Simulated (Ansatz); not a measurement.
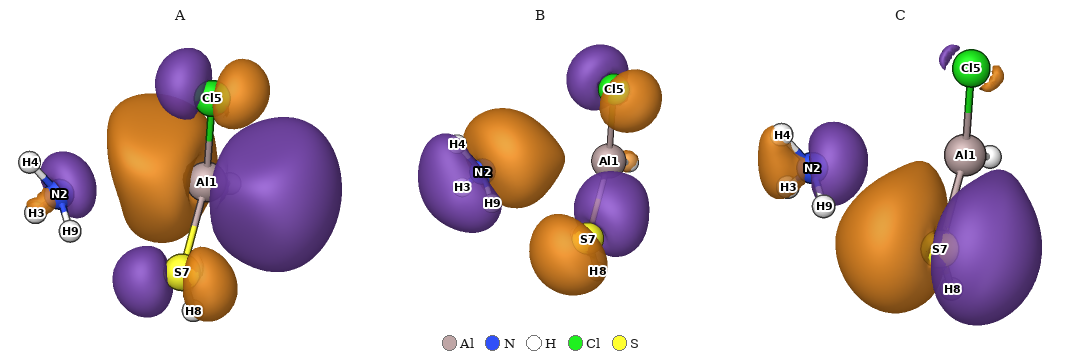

Figure. AlClH₂S···NH₃. Three frontier orbitals at ±0.08 Å⁻³ᐟ² (orange and purple are the two phases), in no order.

Not at a stationary point (largest force 1.1 eV/Å).

Theory: Ansatz, RKS PBE0-D4/def2-SVP.

The calculation's input:

```
crystal:
  periodic: [false, false, false]
  atoms:
    - { symbol: Al, position_ang: [0.0, 0.0, 0.0] }
    - { symbol: "N", position_ang: [0.0, 0.0, 2.27] }
    - { symbol: H, position_ang: [-0.877, -0.2713, 2.8] }
    - { symbol: H, position_ang: [0.877, 0.2713, 2.8] }
    - { symbol: Cl, position_ang: [1.9312, 0.0, -1.115] }
    - { symbol: H, position_ang: [-1.351, 0.0, -0.78] }
    - { symbol: S, position_ang: [0.5384, -2.369, 0.8072] }
    - { symbol: H, position_ang: [-0.3388, -3.2787, 0.2048] }
    - { symbol: H, position_ang: [0.2857, -1.2569, 2.019] }
basis:
  gaussian: { orbitals: def2-SVP }
hamiltonian:
  xc: pbe0
  dispersion: d4
relax:
  f_tol: 0.15
  max_steps: 25
  restrain:
    - { distance: [0, 6], at: 2.26, k: 30.0 }
    - { distance: [8, 1], at: 1.06, k: 30.0 }
    - { distance: [0, 1], at: 3.12, k: 30.0 }
    - { distance: [8, 6], at: 2.6, k: 30.0 }
output:
  orbitals: {}
```

Run with:

```sh
ansatz run input.yaml --threads 2 --pin off --max-ram 3072MiB --backend cpu --events-out ev --progress --plain --runs-dir out
```

The fields are those of the run's last geometry, not of the input's.

Q: Order the three orbitals by energy and name them.

A: B is the HOMO−1 (−8.19 eV). By Hirshfeld shares it lies mainly on N2 (about 55 %), S7 (about 15 %) and Cl5 (about 10 %). C is the HOMO (−7.42 eV). Its weight (Hirshfeld) is mainly on S7 (about 75 %) and N2 (about 10 %); largely a lone pair of S7. A is the LUMO (−0.41 eV). Its weight (Hirshfeld) is mainly on Al1 (about 65 %), Cl5 (about 10 %) and S7 (about 10 %).

Q: What is the HOMO–LUMO gap?

A: 7.01 eV between the orbital energies.
